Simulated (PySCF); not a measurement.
# C4H14AsGa: one change and its effect

System: C4H14AsGa, SMILES C[CH](C)[Ga@@H-]([CH3])[AsH3+].
Method of run A: GIAO HF/pcSseg-1 NMR shielding, non-relativistic, gas phase (PySCF 2.14.0).

The geometry comes from this level: PBE0-D3(BJ)/def2-SVP. Text and figures count atoms from 1; the logs count them from 0 in places.

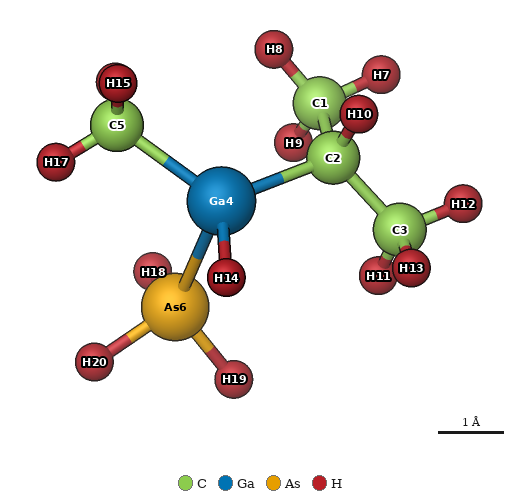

The structure as given in the input (ball-and-stick view, seen at a tilt; atoms are numbered from 1 in the order of the input). Sticks mark near contacts. Bond lengths as drawn: As–Ga 2.70 Å, As–H 1.51 Å, C–C 1.52 Å, C–Ga 1.99 to 2.01 Å, C–H 1.10 to 1.11 Å and Ga–H 1.59 Å.

## The input, run A
```
{"job": {"kind": "nmr", "xc": "HF", "basis": "pcSseg-1", "pop": false}, "charge": 0, "multiplicity": 1}
C      1.432115     0.455327    -1.222352
C      1.306916     0.108049     0.257180
C      1.789804    -1.308459     0.547708
Ga    -0.522344     0.478700     0.990293
C     -1.518166     2.088766     0.380212
As    -1.871540    -1.358589    -0.461723
H      2.468196     0.335374    -1.589543
H      1.126340     1.491798    -1.436297
H      0.801824    -0.200748    -1.849961
H      1.953302     0.806908     0.823737
H      1.186628    -2.062519     0.010546
H      2.836729    -1.463356     0.227189
H      1.730810    -1.556819     1.619176
H     -0.909645    -0.173483     2.386155
H     -1.225945     2.946945     1.008479
H     -1.290134     2.351730    -0.664421
H     -2.608803     1.976051     0.481622
H     -1.992620    -1.246053    -1.966754
H     -1.508043    -2.826959    -0.430616
H     -3.348269    -1.543700    -0.189189
```

The first line tells a small driver script what to run in PySCF; the rest is the geometry in Å.

Hardware: 1 CPU thread, shared host.

## Output (run A)
```
final grid: 146408 points
cycle   1  E = -4316.4389821141  dE = -1.110e+00  |g| = 6.634e-01  |ddm| = 3.773e+00
cycle   2  E = -4316.5104839519  dE = -7.150e-02  |g| = 3.349e-01  |ddm| = 6.258e-01
cycle   3  E = -4316.5206701575  dE = -1.019e-02  |g| = 7.740e-02  |ddm| = 2.313e-01
cycle   4  E = -4316.5222043628  dE = -1.534e-03  |g| = 1.687e-02  |ddm| = 1.021e-01
cycle   5  E = -4316.5222680122  dE = -6.365e-05  |g| = 6.278e-03  |ddm| = 2.016e-02
cycle   6  E = -4316.5222745600  dE = -6.548e-06  |g| = 9.405e-04  |ddm| = 5.970e-03
cycle   7  E = -4316.5222751598  dE = -5.998e-07  |g| = 2.502e-04  |ddm| = 2.854e-03
cycle   8  E = -4316.5222751966  dE = -3.680e-08  |g| = 7.069e-05  |ddm| = 6.334e-04
cycle   9  E = -4316.5222751995  dE = -2.852e-09  |g| = 1.918e-05  |ddm| = 1.922e-04
cycle  10  E = -4316.5222751997  dE = -2.183e-10  |g| = 5.303e-06  |ddm| = 4.919e-05
converged SCF energy = -4316.5222751997

GIAO shielding tensors (ppm)
atom      isotropic    diamagn.    paramagn.     s11        s22        s33       span
  0 C      169.364     245.301     -75.937    158.475    161.600    188.017     29.542
  1 C      184.462     248.049     -63.587    176.722    181.932    194.733     18.011
  2 C      168.653     243.841     -75.188    155.842    160.945    189.173     33.331
  3 Ga    1566.806    2634.947   -1068.141   1472.631   1516.125   1711.660    239.029
  4 C      203.618     251.438     -47.820    196.898    203.060    210.896     13.998
  5 As    1885.552    2878.119    -992.567   1880.472   1883.646   1892.538     12.066
  6 H       30.426      30.138       0.288     25.457     27.190     38.632     13.175
  7 H       30.295      31.144      -0.849     24.583     29.449     36.855     12.272
  8 H       31.358      32.049      -0.691     25.982     32.102     35.990     10.008
  9 H       31.749      32.713      -0.964     27.680     28.788     38.780     11.100
 10 H       31.305      31.331      -0.025     25.461     32.399     36.056     10.595
 11 H       30.432      29.491       0.941     25.382     27.235     38.679     13.296
 12 H       30.256      29.902       0.354     25.113     28.127     37.528     12.415
 13 H       27.699      29.452      -1.752     21.927     23.129     38.042     16.115
 14 H       32.131      29.778       2.353     26.706     28.021     41.668     14.962
 15 H       32.014      31.801       0.214     26.546     30.458     39.039     12.493
 16 H       32.262      30.401       1.861     26.419     29.897     40.472     14.053
 17 H       28.403      29.881      -1.478     21.634     22.854     40.719     19.085
 18 H       28.285      29.577      -1.292     20.967     22.959     40.929     19.962
 19 H       28.477      29.214      -0.736     21.540     22.169     41.722     20.183
```

For run B the input was changed thus:
```diff
-"xc": "HF"
+"xc": "BLYP"
```

How does run B compare with run A?

The total energies belong to different methods, so their difference says nothing on which is more stable or more accurate. The HOMO goes from −9.39 to −5.34 eV. The LUMO goes from 2.98 to −0.83 eV. The dipole moment goes from 2.94 to 2.60 D. Of all shieldings, the largest change is that of Ga4, by −293.1 ppm. The method changes from HF to BLYP. Exact exchange removes part of the self-interaction error of semilocal functionals, which pushes filled and empty levels apart. The SCF takes 13 iterations against 10.

## Output (run B)
```
coarse grid: 70080 points
cycle   1  E = -4320.8214493165  dE = -1.249e+00  |g| = 1.731e+00  |ddm| = 4.017e+00
cycle   2  E = -4320.2496105092  dE =  5.718e-01  |g| = 2.389e+00  |ddm| = 2.734e+00
cycle   3  E = -4321.0898690500  dE = -8.403e-01  |g| = 3.609e-01  |ddm| = 2.213e+00
cycle   4  E = -4321.1200524644  dE = -3.018e-02  |g| = 1.337e-01  |ddm| = 5.006e-01
cycle   5  E = -4321.1233635776  dE = -3.311e-03  |g| = 4.603e-02  |ddm| = 1.616e-01
cycle   6  E = -4321.1238156783  dE = -4.521e-04  |g| = 9.799e-03  |ddm| = 5.305e-02
cycle   7  E = -4321.1238379302  dE = -2.225e-05  |g| = 4.004e-03  |ddm| = 1.290e-02
cycle   8  E = -4321.1238416240  dE = -3.694e-06  |g| = 7.803e-04  |ddm| = 4.387e-03
final grid: 146408 points
cycle   9  E = -4321.1238268862  dE = -7.022e-08  |g| = 1.137e-03  |ddm| = 4.589e-03
cycle  10  E = -4321.1238262714  dE =  6.149e-07  |g| = 1.987e-03  |ddm| = 3.462e-03
cycle  11  E = -4321.1238272347  dE = -9.634e-07  |g| = 2.371e-04  |ddm| = 2.077e-03
cycle  12  E = -4321.1238272476  dE = -1.284e-08  |g| = 4.172e-05  |ddm| = 2.732e-04
cycle  13  E = -4321.1238272480  dE = -3.947e-10  |g| = 1.339e-05  |ddm| = 5.256e-05
converged SCF energy = -4321.1238272480

GIAO shielding tensors (ppm)
atom      isotropic    diamagn.    paramagn.     s11        s22        s33       span
  0 C      150.050     246.389     -96.339    137.141    139.469    173.540     36.399
  1 C      152.292     249.000     -96.708    143.393    151.353    162.129     18.736
  2 C      148.868     245.211     -96.343    132.959    138.918    174.727     41.767
  3 Ga    1273.753    2638.294   -1364.542   1159.385   1255.783   1406.090    246.705
  4 C      184.152     249.923     -65.770    178.238    183.484    190.735     12.497
  5 As    1711.968    2878.234   -1166.266   1696.504   1714.476   1724.925     28.421
  6 H       30.020      29.446       0.574     25.886     27.097     37.075     11.189
  7 H       29.650      31.379      -1.729     24.744     29.039     35.167     10.423
  8 H       30.757      32.857      -2.099     25.977     31.890     34.405      8.428
  9 H       30.689      31.685      -0.996     27.342     28.574     36.150      8.808
 10 H       30.698      32.125      -1.427     25.501     32.195     34.397      8.895
 11 H       30.010      28.842       1.169     25.752     27.119     37.160     11.407
 12 H       29.657      29.921      -0.264     25.309     27.827     35.834     10.525
 13 H       26.381      29.636      -3.255     20.502     22.373     36.267     15.765
 14 H       31.635      29.213       2.422     26.989     27.883     40.032     13.043
 15 H       31.325      31.896      -0.571     26.580     30.118     37.278     10.699
 16 H       31.547      29.802       1.745     26.267     29.732     38.642     12.375
 17 H       28.222      30.049      -1.827     21.727     22.972     39.966     18.239
 18 H       28.053      29.631      -1.578     21.013     22.979     40.167     19.154
 19 H       28.421      29.083      -0.662     21.940     22.403     40.920     18.980
```

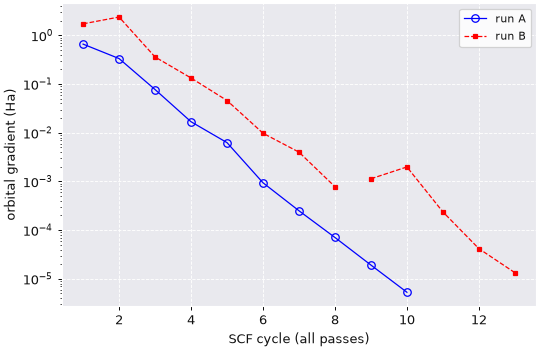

Convergence of the two runs: orbital gradient against the SCF cycle. A break in a curve parts two SCF passes (coarse and final grid). Run A takes 10 cycles in all, and run B takes 13.

## The two runs side by side

| quantity | run A | run B |
| --- | --- | --- |
| outcome | converged | converged |
| total energy (hartree) | −4316.522275 | −4321.123827 |
| HOMO (eV) | −9.39 | −5.34 |
| LUMO (eV) | 2.98 | −0.83 |
| dipole moment (D) | 2.94 | 2.60 |
| shielding of C1 (ppm) | 169.4 | 150.0 |
| shielding of C2 (ppm) | 184.5 | 152.3 |
| shielding of C3 (ppm) | 168.7 | 148.9 |
| shielding of Ga4 (ppm) | 1566.8 | 1273.8 |
| shielding of C5 (ppm) | 203.6 | 184.2 |
| shielding of As6 (ppm) | 1885.6 | 1712.0 |
| shielding of H14 (ppm) | 27.7 | 26.4 |
| SCF iterations | 10 | 13 |
| basis functions | 220 | 220 |
| wall time (shared host) | 26 s | 59 s |

For both runs: Spin–orbit coupling is left out, which matters for the heavy atoms.
